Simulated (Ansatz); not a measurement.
Geometry relaxation of ZrPH4Cl3O (part 2 of 2)

ZrPH4Cl3O; RKS BLYP-D4/def2-SVP (Ansatz 0.2.0). It belongs to a series of runs on one base structure; here: end point A relaxed.

Geometry of the input (Å):
```
Zr -0.0589  0.0537  -0.0102
O  -0.1699  0.1350  1.9948
H  -0.6614  0.0088  2.8238
Cl 2.1403  0.3703  -0.8344
Cl -1.2690  1.9233  -0.7777
Cl -1.1931  -1.7841  -0.9763
P  1.7672  -2.8900  1.4938
H  0.6831  -3.4017  0.7015
H  2.4156  -2.2789  0.3672
H  1.0618  -1.7003  1.8518
```

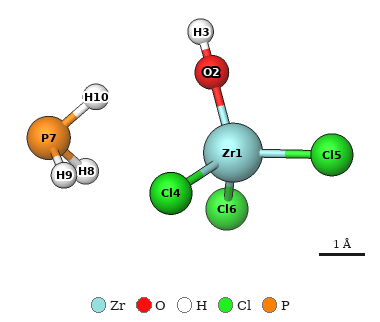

The geometry at step 7 of the log (ball-and-stick view, seen at a tilt; atoms are numbered from 1 in the order of the input).

Trajectory as extended XYZ (Å, eV, eV/Å), 12 frames, from step=1 to step=12
```
10
Properties=species:S:1:pos:R:3:forces:R:3 step=1 energy=-50240.01629
Zr   -0.0589    0.0537   -0.0102   -0.1825   0.2186   1.7337
O    -0.1699    0.1350    1.9948   -0.0091   0.0438  -1.7861
H    -0.6614    0.0088    2.8238    0.0208   0.0187  -0.0097
Cl    2.1403    0.3703   -0.8344   -0.0033  -0.0001   0.0020
Cl   -1.2690    1.9233   -0.7777   -0.0043   0.0038   0.0001
Cl   -1.1931   -1.7841   -0.9763    0.0026  -0.0034  -0.0048
P     1.7672   -2.8900    1.4938    0.2282  -0.3730   0.0057
H     0.6831   -3.4017    0.7015    0.0008  -0.0016  -0.0054
H     2.4156   -2.2789    0.3672   -0.0005  -0.0013  -0.0021
H     1.0618   -1.7003    1.8518   -0.0526   0.0946   0.0666
10
Properties=species:S:1:pos:R:3:forces:R:3 step=2 energy=-50240.16055
Zr   -0.1362    0.1720   -0.0140    0.0312   0.1229  -0.1307
O    -0.2355    0.2575    1.9028   -0.1773  -0.1704   0.0824
H    -0.6903    0.0692    2.7440    0.1470   0.0817  -0.0539
Cl    2.0719    0.4527   -0.8327    0.0385  -0.0500   0.0537
Cl   -1.3432    2.0343   -0.7919   -0.0762   0.1124  -0.0261
Cl   -1.2392   -1.6904   -0.9754    0.0160  -0.0687   0.0647
P     1.8655   -3.0528    1.5378    0.0485  -0.0886  -0.0067
H     0.7683   -3.5333    0.7424   -0.0224  -0.0145  -0.0181
H     2.4944   -2.4161    0.4129    0.0183   0.0205  -0.0128
H     1.1601   -1.8571    1.9086   -0.0236   0.0547   0.0475
10
Properties=species:S:1:pos:R:3:forces:R:3 step=3 energy=-50240.18137
Zr   -0.1746    0.2374   -0.0491    0.0649   0.0333  -0.0896
O    -0.2566    0.2790    1.8652   -0.1860  -0.1489   0.1043
H    -0.6894    0.0826    2.7165    0.1520   0.0799  -0.0771
Cl    2.0672    0.4531   -0.8027   -0.0447  -0.0238   0.0307
Cl   -1.3908    2.1114   -0.8076   -0.0236   0.0312  -0.0249
Cl   -1.2413   -1.6870   -0.9363    0.0310   0.0320   0.0446
P     1.8944   -3.1034    1.5446    0.0245  -0.0404   0.0049
H     0.7940   -3.5749    0.7465   -0.0138   0.0054  -0.0103
H     2.5215   -2.4537    0.4250    0.0030   0.0178  -0.0025
H     1.1915   -1.9083    1.9324   -0.0073   0.0134   0.0201
10
Properties=species:S:1:pos:R:3:forces:R:3 step=4 energy=-50240.18870
Zr   -0.2036    0.2893   -0.0764    0.0627  -0.0333   0.0183
O    -0.2650    0.2684    1.8378   -0.2029  -0.0780   0.0879
H    -0.6644    0.0673    2.7044    0.1526   0.0765  -0.1117
Cl    2.0514    0.4589   -0.7922   -0.0305  -0.0035  -0.0058
Cl   -1.4230    2.1647   -0.8425    0.0023  -0.0002   0.0052
Cl   -1.2490   -1.6640   -0.9168    0.0159   0.0318  -0.0034
P     1.9132   -3.1395    1.5561   -0.0066   0.0022  -0.0089
H     0.8083   -3.5922    0.7513   -0.0029   0.0092   0.0002
H     2.5359   -2.4680    0.4457   -0.0008   0.0118   0.0094
H     1.2122   -1.9489    1.9671    0.0102  -0.0165   0.0089
10
Properties=species:S:1:pos:R:3:forces:R:3 step=5 energy=-50240.19342
Zr   -0.2126    0.2942   -0.0871    0.0313   0.0037   0.0735
O    -0.2770    0.2689    1.8261   -0.1866  -0.0881   0.1022
H    -0.6411    0.0712    2.7092    0.1507   0.0802  -0.1501
Cl    2.0420    0.4484   -0.8006   -0.0007   0.0075  -0.0151
Cl   -1.4306    2.1767   -0.8439    0.0162  -0.0196   0.0014
Cl   -1.2466   -1.6610   -0.9292   -0.0067   0.0043  -0.0187
P     1.9169   -3.1558    1.5539   -0.0155   0.0204  -0.0211
H     0.8068   -3.5808    0.7398    0.0087   0.0165   0.0074
H     2.5372   -2.4503    0.4621   -0.0097   0.0008   0.0205
H     1.2208   -1.9755    2.0043    0.0122  -0.0256   0.0000
10
Properties=species:S:1:pos:R:3:forces:R:3 step=6 energy=-50240.20732
Zr   -0.2505    0.2451   -0.0864   -0.0060   0.0046   0.0325
O    -0.3941    0.1941    1.8156    0.0762   0.0408  -0.7010
H    -0.5041    0.1331    2.7645   -0.0632  -0.0363   0.6564
Cl    2.0245    0.3630   -0.7466   -0.0181   0.0169  -0.0093
Cl   -1.3602    2.1844   -0.8609    0.0055  -0.0095   0.0075
Cl   -1.3157   -1.6514   -1.0240    0.0195  -0.0050   0.0026
P     1.9455   -3.1231    1.5360    0.0033  -0.0698   0.0500
H     0.8370   -3.5601    0.7293   -0.0212   0.0068  -0.0169
H     2.5178   -2.3585    0.4641    0.0181   0.0320  -0.0302
H     1.2157   -1.9905    2.0429   -0.0142   0.0195   0.0085
10
Properties=species:S:1:pos:R:3:forces:R:3 step=7 energy=-50240.21415
Zr   -0.2595    0.2441   -0.0960    0.0294   0.0070  -0.0677
O    -0.3874    0.1842    1.8029   -0.0078  -0.0009   0.1531
H    -0.4570    0.1311    2.7706    0.0113   0.0079  -0.0978
Cl    2.0088    0.3813   -0.7726   -0.0079   0.0047   0.0013
Cl   -1.3717    2.1844   -0.8637   -0.0141  -0.0061   0.0079
Cl   -1.3006   -1.6657   -1.0337    0.0009  -0.0087  -0.0027
P     1.9270   -3.1490    1.5394   -0.0570   0.0356  -0.0573
H     0.8171   -3.5142    0.6939    0.0249   0.0030   0.0262
H     2.5249   -2.3399    0.5092    0.0141  -0.0190   0.0207
H     1.2142   -2.0200    2.0843    0.0061  -0.0235   0.0163
10
Properties=species:S:1:pos:R:3:forces:R:3 step=8 energy=-50240.14258 accepted=F
Zr   -0.2111    0.2977   -0.1144    0.0732   0.0031  -0.0955
O    -0.2107    0.2609    1.7949   -0.7063  -0.4272   1.6068
H    -0.5594    0.0309    2.7156    0.6634   0.4308  -1.5390
Cl    2.0115    0.5217   -0.9087   -0.0192  -0.0136   0.0236
Cl   -1.4854    2.1580   -0.8428    0.0086  -0.0617   0.0199
Cl   -1.1775   -1.7083   -0.9279   -0.0391   0.0608  -0.0249
P     1.8432   -3.2311    1.5571   -0.2909   0.3602  -0.4910
H     0.7191   -3.4288    0.6351    0.3873   0.0455   0.3144
H     2.5646   -2.4109    0.5892   -0.1449  -0.2207   0.2139
H     1.2215   -2.0542    2.1365    0.0679  -0.1772  -0.0284
10
Properties=species:S:1:pos:R:3:forces:R:3 step=9 energy=-50240.21559
Zr   -0.2494    0.2375   -0.1008    0.0108  -0.0033  -0.0209
O    -0.3655    0.1736    1.8000   -0.0124   0.0049   0.1030
H    -0.4388    0.1164    2.7670    0.0123   0.0091  -0.0861
Cl    2.0144    0.3895   -0.7878   -0.0024   0.0057  -0.0037
Cl   -1.3846    2.1695   -0.8548   -0.0089  -0.0035   0.0047
Cl   -1.2882   -1.6756   -1.0359    0.0045  -0.0018  -0.0026
P     1.9049   -3.1450    1.5373   -0.0226   0.0044  -0.0203
H     0.7974   -3.4832    0.6800    0.0068   0.0058   0.0113
H     2.5221   -2.3267    0.5268    0.0073  -0.0043   0.0120
H     1.2035   -2.0198    2.1028    0.0044  -0.0170   0.0028
10
Properties=species:S:1:pos:R:3:forces:R:3 step=10 energy=-50240.21672
Zr   -0.2366    0.2368   -0.1153   -0.0135   0.0374   0.0352
O    -0.3197    0.1837    1.7902   -0.0036  -0.0226  -0.0741
H    -0.3982    0.1241    2.7545    0.0097   0.0046   0.0169
Cl    2.0096    0.4402   -0.8465   -0.0105  -0.0052   0.0126
Cl   -1.4428    2.1411   -0.8324    0.0162  -0.0220  -0.0023
Cl   -1.2474   -1.6898   -1.0563    0.0020   0.0033   0.0148
P     1.8648   -3.1888    1.5359   -0.0562   0.0857  -0.0805
H     0.7564   -3.4163    0.6391    0.0672   0.0062   0.0339
H     2.5342   -2.3181    0.5998   -0.0229  -0.0530   0.0278
H     1.1956   -2.0768    2.1655    0.0117  -0.0343   0.0156
10
Properties=species:S:1:pos:R:3:forces:R:3 step=11 energy=-50240.21633 accepted=F
Zr   -0.2435    0.2375   -0.1158   -0.0007  -0.0014   0.0118
O    -0.3328    0.1769    1.7876   -0.0184  -0.0189   0.3183
H    -0.3848    0.1258    2.7614    0.0215   0.0207  -0.3413
Cl    2.0072    0.4287   -0.8350   -0.0037  -0.0004   0.0065
Cl   -1.4332    2.1447   -0.8492    0.0013  -0.0057   0.0001
Cl   -1.2535   -1.6933   -1.0490   -0.0014   0.0065   0.0047
P     1.8661   -3.1839    1.5258   -0.0342   0.0487  -0.0607
H     0.7584   -3.4065    0.6275    0.0534   0.0239   0.0486
H     2.5350   -2.3061    0.5953   -0.0465  -0.0313   0.0589
H     1.1969   -2.0875    2.1858    0.0286  -0.0421  -0.0469
10
Properties=species:S:1:pos:R:3:forces:R:3 step=12 energy=-50240.21778
Zr   -0.2403    0.2411   -0.1164    0.0037  -0.0068   0.0207
O    -0.3231    0.1784    1.7873   -0.0091  -0.0023  -0.0175
H    -0.3896    0.1213    2.7531    0.0081   0.0044  -0.0025
Cl    2.0089    0.4379   -0.8378   -0.0015  -0.0018   0.0035
Cl   -1.4406    2.1433   -0.8432   -0.0014   0.0038  -0.0042
Cl   -1.2496   -1.6913   -1.0457   -0.0017   0.0017   0.0014
P     1.8637   -3.1853    1.5321   -0.0132   0.0156  -0.0294
H     0.7606   -3.4115    0.6334    0.0129   0.0015   0.0151
H     2.5317   -2.3157    0.5979   -0.0039  -0.0049   0.0172
H     1.1940   -2.0820    2.1738    0.0059  -0.0113  -0.0043
```

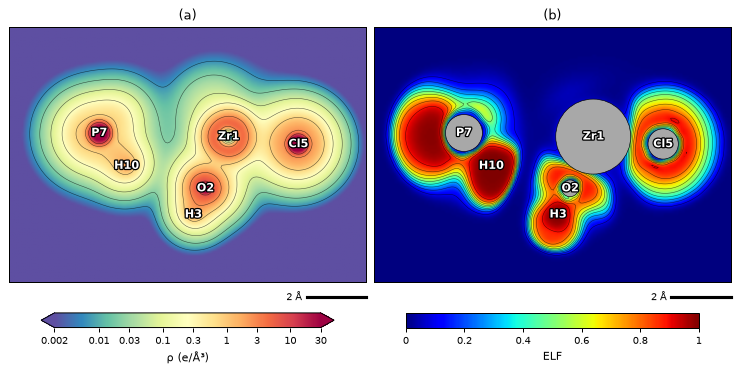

(a) total electron density; (b) ELF on the plane of atoms O2, Zr1 and Cl5. Grey discs, where drawn, cover atomic cores. The section cuts through Zr, O, H, Cl and P sites. Zr–O (1.91 Å): ρ at the midpoint is about 0.92 e/Å³; the ELF peaks at about 0.85 in the valence shell of O, 0.5 Å from its nucleus, and drops to about 0.20 between the two atoms. Zr–Cl (2.36 Å): ρ at the midpoint is about 0.56 e/Å³; the ELF peaks at about 0.85 in the valence shell of Cl, 0.8 Å from its nucleus, and is about 0.35 at the midpoint. P–H (1.44 Å): ρ at the midpoint is about 1 e/Å³; the ELF climbs to about 1 towards the hydrogen.

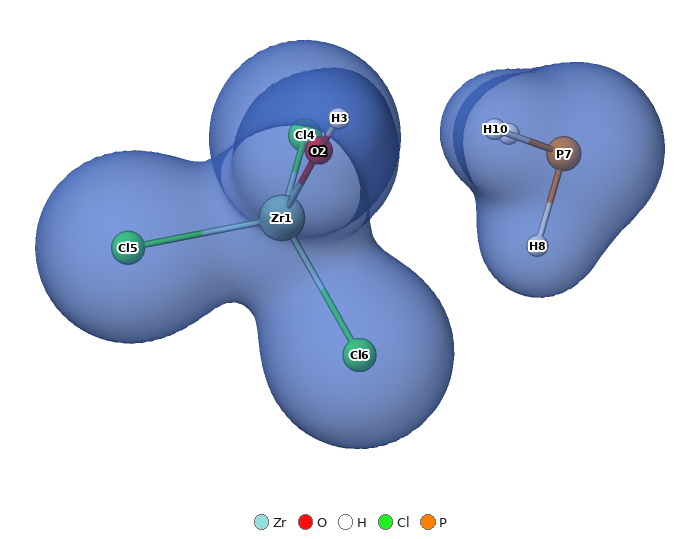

Isosurface of the electron density at 0.1 e/Å³ (blue), seen at an oblique angle. At this value the surface falls into two separate pieces. It is pinched off along the Zr···H (3.56 Å) contacts. On the grid the lowest density along these lines, outside the cores, is 0.03 e/Å³ (Zr···H, 3.56 Å), 0.87 e/Å³ (Zr–O, 1.91 Å), 0.56 e/Å³ (Zr–Cl, 2.36 Å) and 2.2 e/Å³ (O–H, 0.97 Å).

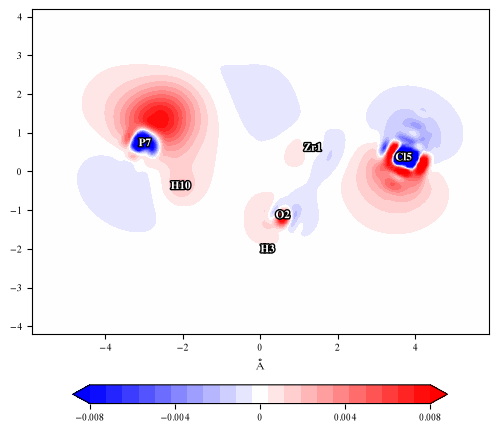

One frontier orbital on the plane of atoms O2, Zr1 and Cl5 (values in Å⁻³ᐟ²; the overall sign is arbitrary). The HOMO−1, at −7.57 eV.
